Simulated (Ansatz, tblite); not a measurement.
**C₂₂H₂₄N₆Si₂: rung by rung**

How do method and basis change the picture of C₂₂H₂₄N₆Si₂ (singlet)?

Computed with Ansatz 0.2.0, Gaussian basis. Level: as each input shows.

The runs, in order: GFN1-xTB, GFN2-xTB, PBE-D4/def2-TZVP, r2SCAN-D4/def2-TZVP, B97M-V/def2-TZVP, B3LYP-D4/def2-TZVP, BLYP-D4/def2-TZVP, LC-ωPBE(0.10)/def2-SVP, LC-ωPBE(0.15)/def2-SVP, LC-ωPBE(0.20)/def2-SVP, LC-ωPBE(0.30)/def2-SVP, PBE-D4/def2-SVP, PBE0-D4/def2-SVP, HF/STO-3G, HF/6-31G, B3LYP-D4/6-31G, MP2/def2-SVP, RPA/def2-SVP.

### 1 The structure

The geometry is that of the singlet, from an earlier relaxation (r2SCAN-D4/def2-SVP).

SMILES `C[Si](C)(C)C#Cc1cnc(-c2cnc(-c3cnc(C#C[Si](C)(C)C)nc3)nc2)nc1`, 54 atoms, charge 0, spin multiplicity 1.

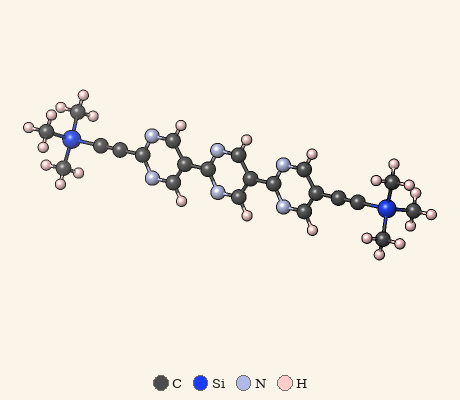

The geometry (carbon dark grey, silicon blue, nitrogen light blue, hydrogen pink).

PBE0-D4/def2-TZVP was run before; its log isn't repeated, and its numbers join the tables.

### 2 GFN1-xTB

Tight binding, by tblite at 300 K electronic temperature and without a spin-polarisation term:

```python
tblite.interface.Calculator('GFN1-xTB', numbers, positions, charge=0, uhf=0).singlepoint()
```

Energy -2235.5524 eV, HOMO -11.20 eV, LUMO -9.09 eV; 0.15 s.

### 3 GFN2-xTB

Tight binding, by tblite at 300 K electronic temperature and without a spin-polarisation term:

```python
tblite.interface.Calculator('GFN2-xTB', numbers, positions, charge=0, uhf=0).singlepoint()
```

Energy -2181.7295 eV, HOMO -9.87 eV, LUMO -8.43 eV; 0.14 s.

### 4 PBE-D4/def2-TZVP

start.molden holds the orbitals of an earlier run on this state, given as this run's starting guess.

in.yaml

```yaml
crystal:
  periodic: [false, false, false]
  atoms:
    - {symbol: C, position_ang: [10.503361, -1.075553, 1.310396]}
    - {symbol: Si, position_ang: [9.906733, 0.062175, -0.059405]}
    - {symbol: C, position_ang: [10.477932, 1.826051, 0.237232]}
    - {symbol: C, position_ang: [10.481503, -0.554562, -1.737774]}
    - {symbol: C, position_ang: [8.056944, 0.049943, -0.048337]}
    - {symbol: C, position_ang: [6.827815, 0.043137, -0.040296]}
    - {symbol: C, position_ang: [5.412301, 0.034496, -0.031790]}
    - {symbol: C, position_ang: [4.659386, -1.160981, 0.030517]}
    - {symbol: N, position_ang: [3.334814, -1.170117, 0.039394]}
    - {symbol: C, position_ang: [2.706615, 0.017834, -0.015869]}
    - {symbol: C, position_ang: [1.237045, 0.008749, -0.006126]}
    - {symbol: C, position_ang: [0.479309, 1.193112, -0.057741]}
    - {symbol: N, position_ang: [-0.848151, 1.189712, -0.050014]}
    - {symbol: C, position_ang: [-1.458080, -0.008162, 0.010778]}
    - {symbol: C, position_ang: [-2.928155, -0.017633, 0.020345]}
    - {symbol: C, position_ang: [-3.685442, 1.167397, -0.030819]}
    - {symbol: N, position_ang: [-5.013353, 1.168626, -0.023580]}
    - {symbol: C, position_ang: [-5.616269, -0.035419, 0.036789]}
    - {symbol: C, position_ang: [-7.048224, -0.045589, 0.042969]}
    - {symbol: C, position_ang: [-8.275183, -0.054617, 0.048334]}
    - {symbol: Si, position_ang: [-10.122880, -0.067263, 0.058082]}
    - {symbol: C, position_ang: [-10.696928, 0.828380, 1.606521]}
    - {symbol: C, position_ang: [-10.715598, 0.822668, -1.486504]}
    - {symbol: C, position_ang: [-10.700961, -1.853648, 0.065271]}
    - {symbol: N, position_ang: [-4.996703, -1.231423, 0.088395]}
    - {symbol: C, position_ang: [-3.668979, -1.212613, 0.080583]}
    - {symbol: N, position_ang: [-0.832379, -1.198185, 0.065099]}
    - {symbol: C, position_ang: [0.494980, -1.184940, 0.056848]}
    - {symbol: N, position_ang: [3.319422, 1.213355, -0.079645]}
    - {symbol: C, position_ang: [4.644027, 1.220442, -0.088547]}
    - {symbol: H, position_ang: [10.145154, -2.105994, 1.155794]}
    - {symbol: H, position_ang: [10.142792, -0.736333, 2.294711]}
    - {symbol: H, position_ang: [11.605485, -1.100027, 1.341829]}
    - {symbol: H, position_ang: [11.579275, 1.882958, 0.238325]}
    - {symbol: H, position_ang: [10.104099, 2.502454, -0.548134]}
    - {symbol: H, position_ang: [10.117700, 2.202868, 1.207943]}
    - {symbol: H, position_ang: [11.583086, -0.564704, -1.790180]}
    - {symbol: H, position_ang: [10.108497, 0.091778, -2.548344]}
    - {symbol: H, position_ang: [10.122707, -1.578489, -1.929594]}
    - {symbol: H, position_ang: [5.172155, -2.129947, 0.078209]}
    - {symbol: H, position_ang: [0.988130, 2.162741, -0.109765]}
    - {symbol: H, position_ang: [-3.174623, 2.136307, -0.077871]}
    - {symbol: H, position_ang: [-10.324079, 0.328858, 2.515047]}
    - {symbol: H, position_ang: [-10.333267, 1.868301, 1.619322]}
    - {symbol: H, position_ang: [-11.798451, 0.850237, 1.656955]}
    - {symbol: H, position_ang: [-11.817621, 0.846424, -1.523076]}
    - {symbol: H, position_ang: [-10.350118, 1.861815, -1.508425]}
    - {symbol: H, position_ang: [-10.355276, 0.318738, -2.397658]}
    - {symbol: H, position_ang: [-11.802357, -1.909684, 0.070282]}
    - {symbol: H, position_ang: [-10.335981, -2.390596, -0.824981]}
    - {symbol: H, position_ang: [-10.327990, -2.386055, 0.954934]}
    - {symbol: H, position_ang: [-3.144879, -2.174614, 0.122883]}
    - {symbol: H, position_ang: [1.016479, -2.148307, 0.098497]}
    - {symbol: H, position_ang: [5.144212, 2.195889, -0.137830]}
basis:
  gaussian: {orbitals: def2-TZVP, fitting: {mean_field: def2-universal-jkfit}, initial_orbitals: start.molden}
hamiltonian: {xc: pbe, dispersion: d4}
scf: {omitted_lower_state_checks: [starts]}
output: {forces: true, orbitals: {seedname: orbitals}}
```

Launch:

```sh
$ ansatz run in.yaml --threads 2 --pin off --events-out ev --progress --plain --max-ram 22528MiB --backend cuda --devices 0, --max-vram 18GiB
```

The program printed, cut to the lines that bear on the results:

```text
Functional definition: PBE
  name "PBE"
  cite "Perdew, Burke & Ernzerhof, Phys. Rev. Lett. 77, 3865 (1996) doi:10.1103/PhysRevLett.77.3865"
  parent pbe
[...]
2800 factors; integrals over basis functions are off by at most 4.0e-1 eV
[...]
mean field -47863.53779037 eV, -1758.9525707251 hartree, gradient 2.4e-5 eV, S^2 0.000000; 0 other end points of the search recorded, 0 dependent functions left out
[...]
reference -47863.53791501 eV, -1758.9525753055 hartree; 113, 113 occupied and 973, 973 virtual orbitals, 2800 factors
Total energy: -47865.39344209 eV, -1759.0207646680 hartree
Atom 0 at    10.503361    -1.075553     1.310396 Å, force     0.019276    -0.077554     0.093528 eV/Å
Atom 1 at     9.906733     0.062175    -0.059405 Å, force    -0.101735    -0.000663     0.000835 eV/Å
Atom 2 at    10.477932     1.826051     0.237232 Å, force     0.019066     0.119673     0.020286 eV/Å
Atom 3 at    10.481503    -0.554562    -1.737774 Å, force     0.017059    -0.042231    -0.114346 eV/Å
Atom 4 at     8.056944     0.049943    -0.048337 Å, force    -0.166075     0.001419     0.003231 eV/Å
Atom 5 at     6.827815     0.043137    -0.040296 Å, force     0.123242    -0.001849    -0.001449 eV/Å
Atom 6 at     5.412301     0.034496    -0.031790 Å, force     0.074698    -0.000124    -0.020581 eV/Å
Atom 7 at     4.659386    -1.160981     0.030517 Å, force     0.243615     0.054703     0.017900 eV/Å
[...]
Atom 38 at    10.122707    -1.578489    -1.929594 Å, force     0.024247     0.069912     0.017875 eV/Å
Atom 39 at     5.172155    -2.129947     0.078209 Å, force    -0.050600     0.091455    -0.011400 eV/Å
Atom 40 at     0.988130     2.162741    -0.109765 Å, force    -0.060884    -0.087249     0.011645 eV/Å
Atom 41 at    -3.174623     2.136307    -0.077871 Å, force    -0.065709    -0.088183     0.000562 eV/Å
Atom 42 at   -10.324079     0.328858     2.515047 Å, force    -0.025314     0.030431    -0.065872 eV/Å
Atom 43 at   -10.333267     1.868301     1.619322 Å, force    -0.024922    -0.071716    -0.004584 eV/Å
Atom 44 at   -11.798451     0.850237     1.656955 Å, force     0.068622    -0.005663    -0.011243 eV/Å
Atom 45 at   -11.817621     0.846424    -1.523076 Å, force     0.068928    -0.006109     0.010629 eV/Å
Atom 46 at   -10.350118     1.861815    -1.508425 Å, force    -0.025319    -0.071879     0.005380 eV/Å
Atom 47 at   -10.355276     0.318738    -2.397658 Å, force    -0.024448     0.030813     0.065768 eV/Å
Atom 48 at   -11.802357    -1.909684     0.070282 Å, force     0.068875     0.013551    -0.000176 eV/Å
Atom 49 at   -10.335981    -2.390596    -0.824981 Å, force    -0.025853     0.040159     0.059176 eV/Å
Atom 50 at   -10.327990    -2.386055     0.954934 Å, force    -0.025857     0.040420    -0.059311 eV/Å
Atom 51 at    -3.144879    -2.174614     0.122883 Å, force    -0.066585     0.087148    -0.004889 eV/Å
Atom 52 at     1.016479    -2.148307     0.098497 Å, force    -0.061789     0.087109     0.001763 eV/Å
Atom 53 at     5.144212     2.195889    -0.137830 Å, force    -0.049354    -0.092954    -0.002857 eV/Å
Dipole moment:     1.233356     0.008863    -0.007966 e Å
Checks for a lower state left out: starts
```

It took 7.5 s on 1 × H100 (card shared with other runs) with 2 threads of AMD EPYC 7R13, shared host; peak host memory 1.2 GiB.

HOMO -5.65 eV, LUMO -3.50 eV.

### 5 r2SCAN-D4/def2-TZVP

Edit in.yaml of step 4 so:

```diff
@@ -59,4 +59,4 @@
   gaussian: {orbitals: def2-TZVP, fitting: {mean_field: def2-universal-jkfit}, initial_orbitals: start.molden}
-hamiltonian: {xc: pbe, dispersion: d4}
+hamiltonian: {xc: r2scan, dispersion: d4}
 scf: {omitted_lower_state_checks: [starts]}
-output: {forces: true, orbitals: {seedname: orbitals}}
+output: {orbitals: {seedname: orbitals}}
```

Same command.

The program printed:

```text
Functional definition: r2SCAN
  name "r2SCAN"
  cite "Furness, Kaplan, Ning, Perdew & Sun, J. Phys. Chem. Lett. 11, 8208 (2020) doi:10.1021/acs.jpclett.0c02405"
  cite "Furness, Kaplan, Ning, Perdew & Sun, J. Phys. Chem. Lett. 11, 9248 (2020) doi:10.1021/acs.jpclett.0c03077"
  parent r2scan
  parameter k0 = 0.174
  parameter k1 = 0.065
  parameter a1 = 4.9479
  exchange = r2scan_x(k0 = k0, k1 = k1, a1 = a1)
  correlation = r2scan_c
these checks for a lower state are left out or cut short: starts
2800 factors; integrals over basis functions are off by at most 4.0e-1 eV
mean field evaluation 1: about -47892.1237 eV, gradient 1.2e1 eV
mean field evaluation 2: about -47892.3379 eV, gradient 2.5e-1 eV
mean field evaluation 4: about -47892.3874 eV, gradient 1.5e-3 eV
mean field -47892.38737195 eV, -1760.0127732929 hartree, gradient 2.7e-5 eV, S^2 0.000000; 0 other end points of the search recorded, 0 dependent functions left out
reference -47892.38740800 eV, -1760.0127746177 hartree; 113, 113 occupied and 973, 973 virtual orbitals, 2800 factors
Total energy: -47892.92131216 eV, -1760.0323952337 hartree
Checks for a lower state left out: starts
```

Wall time 7 s (1 × H100 (card shared with other runs) with 2 threads of AMD EPYC 7R13, shared host); peak host memory 1.3 GiB.

Report: HOMO -5.99 eV, LUMO -3.42 eV.

### 6 B97M-V/def2-TZVP

Edit in.yaml of step 5 so:

```diff
@@ -59,3 +59,3 @@
   gaussian: {orbitals: def2-TZVP, fitting: {mean_field: def2-universal-jkfit}, initial_orbitals: start.molden}
-hamiltonian: {xc: r2scan, dispersion: d4}
+hamiltonian: {xc: {name: B97M-V}}
 scf: {omitted_lower_state_checks: [starts]}
```

Same command.

The program printed, cut to the lines that bear on the results:

```text
Functional definition: B97M-V
  name "B97M-V"
  cite "Mardirossian & Head-Gordon, J. Chem. Phys. 142, 074111 (2015) doi:10.1063/1.4907719"
  cite "Becke, J. Chem. Phys. 107, 8554 (1997) doi:10.1063/1.475007"
  cite "Vydrov & Van Voorhis, J. Chem. Phys. 133, 244103 (2010) doi:10.1063/1.3521275"
  # Of w^i u^j: cxij and so on, Table III.
[...]
  gx(w, u) = cx00 + cx01*u + cx02*u^2 + (cx10 + cx11*u)*w
  gss(w, u) = css00 + css02*u^2 + css10*w + (css32*w^3 + css42*w^4)*u^2
  gos(w, u) = cos00 + cos01*u + cos03*u^3 + cos10*w + cos32*w^3*u^2
[...]
      + integral(e_c_pw_mod_opposite_spin*gos(b97_w_opposite, b97_u_opposite)) + vv10(b, c)
[...]
2800 factors; integrals over basis functions are off by at most 4.0e-1 eV
[...]
mean field -47908.20117272 eV, -1760.5939197524 hartree, gradient 3.2e-5 eV, S^2 0.000000; 0 other end points of the search recorded, 0 dependent functions left out
reference -47908.20135624 eV, -1760.5939264966 hartree; 113, 113 occupied and 973, 973 virtual orbitals, 2800 factors
Total energy: -47908.20135624 eV, -1760.5939264966 hartree
Checks for a lower state left out: starts
```

Run time: 9.5 s. Hardware: 1 × H100 (card shared with other runs) with 2 threads of AMD EPYC 7R13, shared host; peak host memory 1.5 GiB.

HOMO -6.06 eV, LUMO -3.30 eV.

### 7 B3LYP-D4/def2-TZVP

Edit in.yaml of step 6 so:

```diff
@@ -59,3 +59,3 @@
   gaussian: {orbitals: def2-TZVP, fitting: {mean_field: def2-universal-jkfit}, initial_orbitals: start.molden}
-hamiltonian: {xc: {name: B97M-V}}
+hamiltonian: {xc: {name: B3LYP}, dispersion: d4}
 scf: {omitted_lower_state_checks: [starts]}
```

Launched as before.

The program printed, cut to the lines that bear on the results:

```text
Functional definition: B3LYP
  name "B3LYP"
  cite "Stephens, Devlin, Chabalowski & Frisch, J. Phys. Chem. 98, 11623 (1994) doi:10.1021/j100096a001"
  cite "Becke, Phys. Rev. A 38, 3098 (1988) doi:10.1103/PhysRevA.38.3098"
  cite "Lee, Yang & Parr, Phys. Rev. B 37, 785 (1988) doi:10.1103/PhysRevB.37.785"
  cite "Vosko, Wilk & Nusair, Can. J. Phys. 58, 1200 (1980) doi:10.1139/p80-159"
[...]
2800 factors; integrals over basis functions are off by at most 4.0e-1 eV
[...]
mean field -47913.29124629 eV, -1760.7809765057 hartree, gradient 2.0e-5 eV, S^2 0.000000; 0 other end points of the search recorded, 0 dependent functions left out
reference -47913.29205740 eV, -1760.7810063138 hartree; 113, 113 occupied and 973, 973 virtual orbitals, 2800 factors
Total energy: -47916.21338824 eV, -1760.8883632420 hartree
Checks for a lower state left out: starts
```

Wall time 6 s (1 × H100 (card shared with other runs) with 2 threads of AMD EPYC 7R13, shared host); peak host memory 1.2 GiB.

HOMO -6.63 eV, LUMO -2.93 eV.

### 8 BLYP-D4/def2-TZVP

Edit in.yaml of step 7 so:

```diff
@@ -59,3 +59,3 @@
   gaussian: {orbitals: def2-TZVP, fitting: {mean_field: def2-universal-jkfit}, initial_orbitals: start.molden}
-hamiltonian: {xc: {name: B3LYP}, dispersion: d4}
+hamiltonian: {xc: {name: BLYP}, dispersion: d4}
 scf: {omitted_lower_state_checks: [starts]}
```

Same command.

The program printed:

```text
Functional definition: BLYP
  name "BLYP"
  cite "Becke, Phys. Rev. A 38, 3098 (1988) doi:10.1103/PhysRevA.38.3098"
  cite "Lee, Yang & Parr, Phys. Rev. B 37, 785 (1988) doi:10.1103/PhysRevB.37.785"
  parameter beta = 0.0042
  parameter a = 0.04918
  parameter b = 0.132
  parameter c = 0.2533
  parameter d = 0.349
  exchange = b88_x(beta = beta)
  correlation = lyp_c(a = a, b = b, c = c, d = d)
these checks for a lower state are left out or cut short: starts
2800 factors; integrals over basis functions are off by at most 4.0e-1 eV
mean field evaluation 1: about -47898.1723 eV, gradient 3.4e1 eV
mean field evaluation 2: about -47899.5225 eV, gradient 1.1e0 eV
mean field evaluation 4: about -47899.5473 eV, gradient 4.6e-1 eV
mean field evaluation 8: about -47899.5477 eV, gradient 1.6e-5 eV
mean field -47899.54767851 eV, -1760.2759097057 hartree, gradient 1.6e-5 eV, S^2 0.000000; 0 other end points of the search recorded, 0 dependent functions left out
reference -47899.54878807 eV, -1760.2759504814 hartree; 113, 113 occupied and 973, 973 virtual orbitals, 2800 factors
Total energy: -47903.50909911 eV, -1760.4214892275 hartree
Checks for a lower state left out: starts
```

It took 7 s on 1 × H100 (card shared with other runs) with 2 threads of AMD EPYC 7R13, shared host; peak host memory 1.2 GiB.

Report: HOMO -5.54 eV, LUMO -3.31 eV.

### 9 LC-ωPBE(0.10)/def2-SVP

Edit in.yaml of step 8 so:

```diff
@@ -58,4 +58,4 @@
 basis:
-  gaussian: {orbitals: def2-TZVP, fitting: {mean_field: def2-universal-jkfit}, initial_orbitals: start.molden}
-hamiltonian: {xc: {name: BLYP}, dispersion: d4}
+  gaussian: {orbitals: def2-SVP, fitting: {mean_field: def2-universal-jkfit}, initial_orbitals: start.molden}
+hamiltonian: {xc: {name: LC-wPBE, parameters: {omega: 0.1/bohr}}}
 scf: {omitted_lower_state_checks: [starts]}
```

Same command.

The program printed, cut to the lines that bear on the results:

```text
Functional definition: LC-wPBE
  name "LC-wPBE"
  cite "Vydrov & Scuseria, J. Chem. Phys. 125, 234109 (2006) doi:10.1063/1.2409292"
  cite "Heyd & Scuseria, J. Chem. Phys. 120, 7274 (2004) doi:10.1063/1.1668634"
  cite "Ernzerhof & Perdew, J. Chem. Phys. 109, 3313 (1998) doi:10.1063/1.476928"
  cite "Perdew, Burke & Ernzerhof, Phys. Rev. Lett. 77, 3865 (1996) doi:10.1103/PhysRevLett.77.3865"
  parent pbe
[...]
  with omega = 0.1/bohr from the input
[...]
2800 factors; integrals over basis functions are off by at most 2.4e-1 eV
2800 factors; integrals over basis functions are off by at most 1.8e-7 eV
[...]
mean field -47831.02792559 eV, -1757.7578552302 hartree, gradient 1.6e-5 eV, S^2 0.000000; 0 other end points of the search recorded, 0 dependent functions left out
reference -47831.02792595 eV, -1757.7578552434 hartree; 113, 113 occupied and 435, 435 virtual orbitals, 2800 factors
Total energy: -47831.02792595 eV, -1757.7578552434 hartree
Checks for a lower state left out: starts
```

It took 5.5 s on 1 × H100 (card shared with other runs) with 2 threads of AMD EPYC 7R13, shared host; peak host memory 1.1 GiB.

Report: HOMO -6.92 eV, LUMO -2.14 eV.

### 10 LC-ωPBE(0.15)/def2-SVP

Edit in.yaml of step 9 so:

```diff
@@ -59,3 +59,3 @@
   gaussian: {orbitals: def2-SVP, fitting: {mean_field: def2-universal-jkfit}, initial_orbitals: start.molden}
-hamiltonian: {xc: {name: LC-wPBE, parameters: {omega: 0.1/bohr}}}
+hamiltonian: {xc: {name: LC-wPBE, parameters: {omega: 0.15/bohr}}}
 scf: {omitted_lower_state_checks: [starts]}
```

Same command.

The program printed, cut to the lines that bear on the results:

```text
Functional definition: LC-wPBE
  name "LC-wPBE"
  cite "Vydrov & Scuseria, J. Chem. Phys. 125, 234109 (2006) doi:10.1063/1.2409292"
  cite "Heyd & Scuseria, J. Chem. Phys. 120, 7274 (2004) doi:10.1063/1.1668634"
  cite "Ernzerhof & Perdew, J. Chem. Phys. 109, 3313 (1998) doi:10.1063/1.476928"
  cite "Perdew, Burke & Ernzerhof, Phys. Rev. Lett. 77, 3865 (1996) doi:10.1103/PhysRevLett.77.3865"
  parent pbe
[...]
  with omega = 0.15/bohr from the input
[...]
2800 factors; integrals over basis functions are off by at most 2.4e-1 eV
2800 factors; integrals over basis functions are off by at most 2.2e-7 eV
[...]
mean field -47833.36692426 eV, -1757.8438118459 hartree, gradient 2.0e-5 eV, S^2 0.000000; 0 other end points of the search recorded, 0 dependent functions left out
reference -47833.36692441 eV, -1757.8438118515 hartree; 113, 113 occupied and 435, 435 virtual orbitals, 2800 factors
Total energy: -47833.36692441 eV, -1757.8438118515 hartree
Checks for a lower state left out: starts
```

Wall time 4.9 s (1 × H100 (card shared with other runs) with 2 threads of AMD EPYC 7R13, shared host); peak host memory 1.1 GiB.

Report: HOMO -7.58 eV, LUMO -1.74 eV.

### 11 LC-ωPBE(0.20)/def2-SVP

Edit in.yaml of step 10 so:

```diff
@@ -59,3 +59,3 @@
   gaussian: {orbitals: def2-SVP, fitting: {mean_field: def2-universal-jkfit}, initial_orbitals: start.molden}
-hamiltonian: {xc: {name: LC-wPBE, parameters: {omega: 0.15/bohr}}}
+hamiltonian: {xc: {name: LC-wPBE, parameters: {omega: 0.2/bohr}}}
 scf: {omitted_lower_state_checks: [starts]}
```

Same command.

The program printed, cut to the lines that bear on the results:

```text
Functional definition: LC-wPBE
  name "LC-wPBE"
  cite "Vydrov & Scuseria, J. Chem. Phys. 125, 234109 (2006) doi:10.1063/1.2409292"
  cite "Heyd & Scuseria, J. Chem. Phys. 120, 7274 (2004) doi:10.1063/1.1668634"
  cite "Ernzerhof & Perdew, J. Chem. Phys. 109, 3313 (1998) doi:10.1063/1.476928"
  cite "Perdew, Burke & Ernzerhof, Phys. Rev. Lett. 77, 3865 (1996) doi:10.1103/PhysRevLett.77.3865"
  parent pbe
[...]
  with omega = 0.2/bohr from the input
[...]
2800 factors; integrals over basis functions are off by at most 2.4e-1 eV
2800 factors; integrals over basis functions are off by at most 2.5e-7 eV
[...]
mean field -47835.92456601 eV, -1757.9378034465 hartree, gradient 1.2e-5 eV, S^2 0.000000; 0 other end points of the search recorded, 0 dependent functions left out
reference -47835.92456609 eV, -1757.9378034496 hartree; 113, 113 occupied and 435, 435 virtual orbitals, 2800 factors
Total energy: -47835.92456609 eV, -1757.9378034496 hartree
Checks for a lower state left out: starts
```

It took 5.5 s on 1 × H100 (card shared with other runs) with 2 threads of AMD EPYC 7R13, shared host; peak host memory 1.1 GiB.

HOMO -8.14 eV, LUMO -1.45 eV.

### 12 LC-ωPBE(0.30)/def2-SVP

Edit in.yaml of step 11 so:

```diff
@@ -59,3 +59,3 @@
   gaussian: {orbitals: def2-SVP, fitting: {mean_field: def2-universal-jkfit}, initial_orbitals: start.molden}
-hamiltonian: {xc: {name: LC-wPBE, parameters: {omega: 0.2/bohr}}}
+hamiltonian: {xc: {name: LC-wPBE, parameters: {omega: 0.3/bohr}}}
 scf: {omitted_lower_state_checks: [starts]}
```

Same command.

The program printed, cut to the lines that bear on the results:

```text
Functional definition: LC-wPBE
  name "LC-wPBE"
  cite "Vydrov & Scuseria, J. Chem. Phys. 125, 234109 (2006) doi:10.1063/1.2409292"
  cite "Heyd & Scuseria, J. Chem. Phys. 120, 7274 (2004) doi:10.1063/1.1668634"
  cite "Ernzerhof & Perdew, J. Chem. Phys. 109, 3313 (1998) doi:10.1063/1.476928"
  cite "Perdew, Burke & Ernzerhof, Phys. Rev. Lett. 77, 3865 (1996) doi:10.1103/PhysRevLett.77.3865"
  parent pbe
[...]
  with omega = 0.3/bohr from the input
[...]
2800 factors; integrals over basis functions are off by at most 2.4e-1 eV
2800 factors; integrals over basis functions are off by at most 3.4e-7 eV
[...]
mean field -47840.50316934 eV, -1758.1060640156 hartree, gradient 1.9e-5 eV, S^2 0.000000; 0 other end points of the search recorded, 0 dependent functions left out
reference -47840.50316938 eV, -1758.1060640169 hartree; 113, 113 occupied and 435, 435 virtual orbitals, 2800 factors
Total energy: -47840.50316938 eV, -1758.1060640169 hartree
Checks for a lower state left out: starts
```

It took 6.5 s on 1 × H100 (card shared with other runs) with 2 threads of AMD EPYC 7R13, shared host; peak host memory 1.1 GiB.

HOMO -8.74 eV, LUMO -1.10 eV.

(Part 1 of 2 ends here.)
